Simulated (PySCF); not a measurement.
# One shape, several levels: B2O2 (diboron dioxide)

We compute a comparison of 6 runs (HF/3-21G, B2PLYP/aug-cc-pVDZ, B3LYP/aug-cc-pVDZ, BHLYP/aug-cc-pVDZ, M06-2X/aug-cc-pVDZ, M06-L/aug-cc-pVDZ) of B2O2 (diboron dioxide). Input form: a Python script.

The results are computed with PySCF 2.14.0.

1 further run of the same task is left out (set aside as unsound or not needed).

**1. Starting point**

B2O2: 4 atoms, total charge 0, spin state singlet. As SMILES, `O=BB=O`. The shape is that of a PBE0-D4/def2-TZVP optimisation.

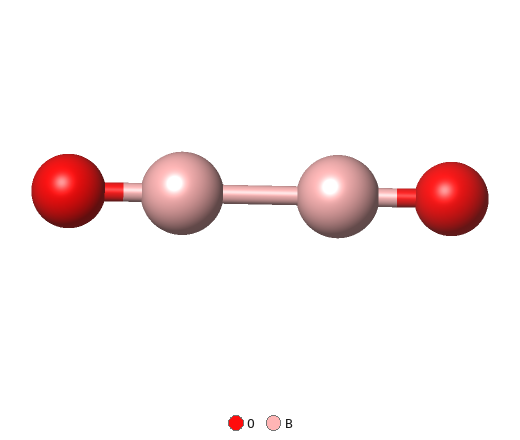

The structure, seen from a chosen angle (oxygen red, boron pink).

**2. The energy at HF/3-21G (run 1)**

The input, job.py:

```python
# diboron dioxide
from pyscf import gto

system = gto.M(
    atom='''
O     -0.743090     0.459760     1.817650
B     -0.302300     0.187070     0.739120
B      0.302150    -0.186920    -0.739220
O      0.743230    -0.459920    -1.817550
''',
    spin=0,
    basis='3-21g',
    verbose=4,
    charge=0,
    max_memory=1860,
)

mf = system.RHF()
mf.conv_tol = 1e-10
mf.kernel()
if not mf.converged:
    mf = mf.newton().run(mf.mo_coeff, mf.mo_occ)

e_tot = mf.e_tot
print('E(%s) = %.9f' % ('HF', e_tot))
```

On the command line:

```
$ OMP_NUM_THREADS=1 python job.py
```

The program printed:

```text
PySCF version 2.14.0

[INPUT] num. atoms = 4
[INPUT] num. electrons = 26
[INPUT] charge = 0
[INPUT] spin (= nelec alpha-beta = 2S) = 0
[INPUT] symmetry False subgroup None
[INPUT] Mole.unit = angstrom
[INPUT] Symbol           X                Y                Z      unit          X                Y                Z       unit  Magmom
[INPUT]  1 O     -0.743090000000   0.459760000000   1.817650000000 AA   -1.404236585903   0.868820483030   3.434860690316 Bohr   0.0
[INPUT]  2 B     -0.302300000000   0.187070000000   0.739120000000 AA   -0.571264207456   0.353511066122   1.396734373189 Bohr   0.0
[INPUT]  3 B      0.302150000000  -0.186920000000  -0.739220000000 AA    0.570980748537  -0.353227607204  -1.396923345801 Bohr   0.0
[INPUT]  4 O      0.743230000000  -0.459920000000  -1.817550000000 AA    1.404501147560  -0.869122839210  -3.434671717703 Bohr   0.0

nuclear repulsion = 66.762222962541
number of shells = 20
number of NR pGTOs = 60
number of NR cGTOs = 36
basis = 3-21g
ecp = {}

******** <class 'pyscf.scf.hf.RHF'> ********
method = RHF
initial guess = minao
damping factor = 0
level_shift factor = 0
DIIS = <class 'pyscf.scf.diis.CDIIS'>
diis_start_cycle = 1
diis_space = 8
diis_damp = 0
SCF conv_tol = 1e-10
SCF conv_tol_grad = None
SCF max_cycles = 50
direct_scf = True
direct_scf_tol = 1e-13
Set gradient conv threshold to 1e-05
Initial guess from minao.
init E= -198.387498248835
  HOMO = -0.511991866693437  LUMO = -0.00416435351938886  gap/eV = 13.81869
cycle= 1 E= -197.840048288794  delta_E= 0.547  |g|= 0.969  |ddm|= 2.24
  HOMO = -0.455939598769973  LUMO = 0.0223991044736501  gap/eV = 13.01626
cycle= 2 E= -197.863366133341  delta_E= -0.0233  |g|= 1.08  |ddm|= 1.86
  HOMO = -0.543793067057407  LUMO = 0.0429455305271791  gap/eV = 15.96597
cycle= 3 E= -198.082620237056  delta_E= -0.219  |g|= 0.0502  |ddm|= 1.23
  HOMO = -0.538691080479292  LUMO = 0.063134563051396  gap/eV = 16.37651
cycle= 4 E= -198.083977226782  delta_E= -0.00136  |g|= 0.0137  |ddm|= 0.17
  HOMO = -0.539386032231684  LUMO = 0.0599641739475434  gap/eV = 16.30915
cycle= 5 E= -198.084085285684  delta_E= -0.000108  |g|= 0.00434  |ddm|= 0.0565
  HOMO = -0.53942720690854  LUMO = 0.0604370224052002  gap/eV = 16.32314
cycle= 6 E= -198.084092239823  delta_E= -6.95e-06  |g|= 0.000389  |ddm|= 0.0134
  HOMO = -0.539469395798054  LUMO = 0.0604950783799981  gap/eV = 16.32586
cycle= 7 E= -198.08409229314  delta_E= -5.33e-08  |g|= 4.54e-05  |ddm|= 0.00067
  HOMO = -0.539461593458223  LUMO = 0.060495463422438  gap/eV = 16.32566
cycle= 8 E= -198.084092293844  delta_E= -7.04e-10  |g|= 6.76e-06  |ddm|= 9.05e-05
  HOMO = -0.539462414088393  LUMO = 0.0604957835939173  gap/eV = 16.32569
cycle= 9 E= -198.084092293857  delta_E= -1.3e-11  |g|= 3.06e-06  |ddm|= 1.47e-05
  HOMO = -0.539462564627335  LUMO = 0.0604959596911351  gap/eV = 16.32570
Extra cycle  E= -198.084092293858  delta_E= -1.71e-12  |g|= 2.57e-06  |ddm|= 5.37e-06
converged SCF energy = -198.084092293858
E(HF) = -198.084092294
```

Wall time 0.91 s (1 thread of Intel Xeon Platinum 8488C (Sapphire Rapids), shared host); peak memory 0.12 GiB.

**3. A single-point energy at B2PLYP/aug-cc-pVDZ (run 2)**

The input, calc.py:

```python
from pyscf import gto, dft, mp

mol = gto.M(
    atom='O -0.743090 0.459760 1.817650; B -0.302300 0.187070 0.739120; B 0.302150 -0.186920 -0.739220; O 0.743230 -0.459920 -1.817550',
    verbose=3,
    max_memory=1860,
    basis='aug-cc-pvdz',
)

myscf = dft.RKS(mol, xc='0.53*HF + 0.47*B88, 0.73*LYP')
myscf.conv_tol = 1e-10
myscf.grids.level = 5
myscf.kernel()
if not myscf.converged:
    myscf = myscf.newton().run(myscf.mo_coeff, myscf.mo_occ)

pt = mp.MP2(myscf, frozen=4).run()
energy = myscf.e_tot + 0.27 * pt.e_corr
print('PT2 part  %.8f' % (0.27 * pt.e_corr))
print('E(%s) = %.9f' % ('B2PLYP', energy))
```

On the command line:

```
$ OMP_NUM_THREADS=1 python calc.py
```

The program printed:

```text
converged SCF energy = -199.915624479801
E(RMP2) = -200.597623576519  E_corr = -0.681999096717372
E(SCS-RMP2) = -200.573350054861  E_corr = -0.65772557506021
PT2 part  -0.18413976
E(B2PLYP) = -200.099764236
```

Run time: 11 s. Hardware: 1 thread of Intel Xeon Platinum 8488C (Sapphire Rapids), shared host; peak memory 0.44 GiB.

Runs 3 to 5 aren't shown in full; the table further down has their settings and results.

**4. A single-point energy at M06-L/aug-cc-pVDZ (run 6)**

The input, calc.py:

```python
from pyscf import gto, dft

mol = gto.Mole()
mol.atom = '''
O     -0.743090     0.459760     1.817650
B     -0.302300     0.187070     0.739120
B      0.302150    -0.186920    -0.739220
O      0.743230    -0.459920    -1.817550
'''
mol.verbose = 3
mol.basis = 'aug-cc-pvdz'
mol.max_memory = 1860
mol.build()

myscf = dft.RKS(mol)
myscf.xc = 'm06-l'
myscf.grids.level = 5
myscf.conv_tol = 1e-10
myscf.kernel()
if not myscf.converged:
    myscf = myscf.newton().run(myscf.mo_coeff, myscf.mo_occ)

e_tot = myscf.e_tot
print('E(%s) = %.9f' % ('M06-L', e_tot))
```

On the command line:

```
$ OMP_NUM_THREADS=1 python calc.py
```

The program printed:

```text
converged SCF energy = -200.239120226401
E(M06-L) = -200.239120226
```

Wall time 15 s (1 thread of Intel Xeon Platinum 8488C (Sapphire Rapids), shared host); peak memory 0.5 GiB.

**5. The series**

```
run               level  frozen core orbitals  integration grid  energy (Eh)  dipole moment (D)  HOMO energy (eV)  LUMO energy (eV)  wall time
  1            HF/3-21G                     –                 –  -198.084092               0.00            -14.68              1.65     0.91 s
  2  B2PLYP/aug-cc-pVDZ                     4                 5  -200.099764               0.00            -12.38             -1.21       11 s
  3   B3LYP/aug-cc-pVDZ                     –                 5  -200.267835               0.00            -10.73             -2.68      9.3 s
  4   BHLYP/aug-cc-pVDZ                     –                 5  -200.161697               0.00            -12.43             -1.52      9.3 s
  5  M06-2X/aug-cc-pVDZ                     –                 5  -200.194409               0.00            -12.53             -1.46       17 s
  6   M06-L/aug-cc-pVDZ                     –                 5  -200.239120               0.00             -9.59             -2.92       15 s
```

**6. Results**

| quantity | value |
| --- | --- |
| run 6: total energy | -200.23912 Eh |
| run 6: dipole moment | 0.00 D |
| run 6: HOMO energy | -9.59 eV |
| run 6: LUMO energy | -2.92 eV |
| run 6: HOMO–LUMO gap | 6.67 eV |

In words: The HOMO–LUMO gap runs from 6.67 eV (M06-L/aug-cc-pVDZ) to 16.33 eV (HF/3-21G). The two ends differ in method and basis. Totals of different functionals can't be ranked against each other. All runs together took 62 s, the longest 17 s.
